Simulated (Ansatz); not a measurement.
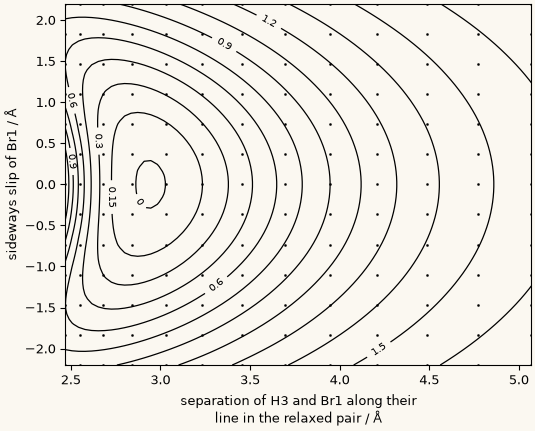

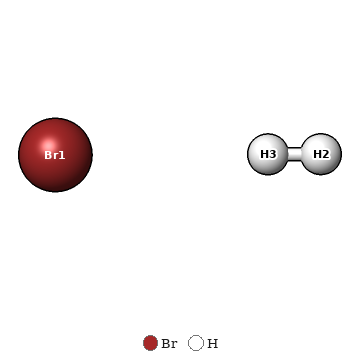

Energy landscape of the pair Br···H₂, charge −1. 
- The first coordinate is: separation of H3 and Br1 along their line in the relaxed pair; the second: sideways slip of Br1.
- Nothing is relaxed (both partners rigid).
- Grid: 13 × 13 points; 122 points were computed and 47 follow by symmetry.
- Points are written as (first, second).
- Energies: kcal/mol, counted from the lowest grid point.
- The calculation used Ansatz, RKS wB97X-V/def2-TZVPD.

Drawn: contour lines labelled in kcal/mol, dots at the grid points. Between grid points the surface is interpolated. The second picture is the structure at the lowest point.

Question: What does the map say about the system?

Answer: The lowest grid point is at (3.029 Å, 0.00 Å). It is the only kind of minimum in the scanned range. The highest grid point, (5.070 Å, −2.20 Å), lies 1.76 kcal/mol above the lowest. Round the minimum the two coordinates are nearly uncoupled.

The input of one point:

```yaml
crystal:
  periodic: [false, false, false]
  atoms:
    - { symbol: Br, position_ang: [0.005242, 0.023743, -2.299439] }
    - { symbol: H, position_ang: [-0.003466, -0.015394, 1.482044] }
    - { symbol: H, position_ang: [-0.001675, -0.007345, 0.729394] }
total_charge: -1
basis:
  gaussian: { orbitals: def2-TZVPD }
hamiltonian:
  xc: { name: wB97X-V }
output:
  forces: true
```

Each point was launched as `ansatz run input.yaml --threads 1 --pin off --max-ram 2560MiB --backend cpu --events-out ev --progress --plain --runs-dir out`. Time for the 122 points that were run: 6.9 min on 1 thread of Arm Neoverse V2, on a shared host.
